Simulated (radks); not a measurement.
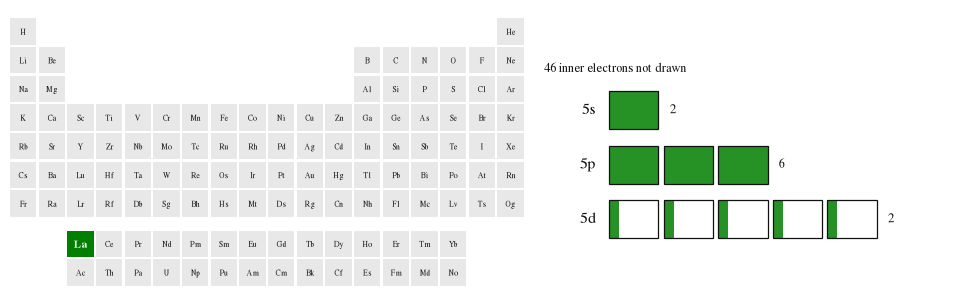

Figure 1. Left, the place of lanthanum in the periodic table; right, the outer shells as the input fills them: a box for each of the 2l + 1 orbitals, shaded by the share of the shell that is filled, with the electron count at the right.

**Atomic calculation for La⁺**

System: the La⁺ ion in the configuration [Xe] 5d2 (high spin).
Method: scalar-relativistic Kohn-Sham, PBE, spin-polarised, spherical densities, finite nucleus (the in-house radial solver radks).

### Input
```
Z 57
configuration [Xe] 5d2
relativity scalar-relativistic
functional pbe,pbe
spin polarised
nucleus finite rms 4.855 fm
c 137.035999084
mixing 0.01
max_iterations 52
```

Energies in input and log are in hartree, lengths in bohr (the nuclear radius in fm).

Hardware: 1 thread of Arm Neoverse V1, 23 GiB of memory available, shared host.

The run was one of a batch that the task file lists, launched with:
```bash
python <driver script> task.json out
```

### Output
```
1s      1   1.0000       -1424.10991637
2s      1   1.0000        -226.81961688
2p      1   3.0000        -203.31285542
3s      1   1.0000         -48.61835808
3p      1   3.0000         -41.11093954
3d      1   5.0000         -30.32229667
4s      1   1.0000          -9.92537181
4p      1   3.0000          -7.48369217
4d      1   5.0000          -3.94983035
5s      1   1.0000          -1.57606610
5p      1   3.0000          -0.97846719
5d      1   2.0000          -0.28004442
1s      2   1.0000       -1424.11014873
2s      2   1.0000        -226.81766304
2p      2   3.0000        -203.31142957
3s      2   1.0000         -48.61754676
3p      2   3.0000         -41.11002091
3d      2   5.0000         -30.32076757
4s      2   1.0000          -9.92252866
4p      2   3.0000          -7.48120523
4d      2   5.0000          -3.94744917
5s      2   1.0000          -1.55417195
5p      2   3.0000          -0.94716597
5d      2   0.0000          -0.23568907
Etot -8492.711005887988
Ekin 8982.520176848171
Encl -20544.459596512614
Eh 3272.3076542129506
Exc -203.0792404364965
err 4.252001900786563e-09
it 27
```

### Outcome

- outcome: converged
- total energy: −8492.7110 hartree
- kinetic energy: 8982.5202 hartree
- electron–nucleus energy: −20544.4596 hartree
- Hartree energy: 3272.3077 hartree
- exchange–correlation energy: −203.079240 hartree
- radius at density 0.001 e/bohr³: 4.39 bohr
- SCF iterations: 27

### What is odd here

A numerical setting was moved from its usual value: mixing factor beta = 0.01. The program ran to the end, and its total energy equals that of the same run with the usual input (−8492.71101 hartree) within 10⁻⁵ hartree, so the oddity leaves no trace in it.
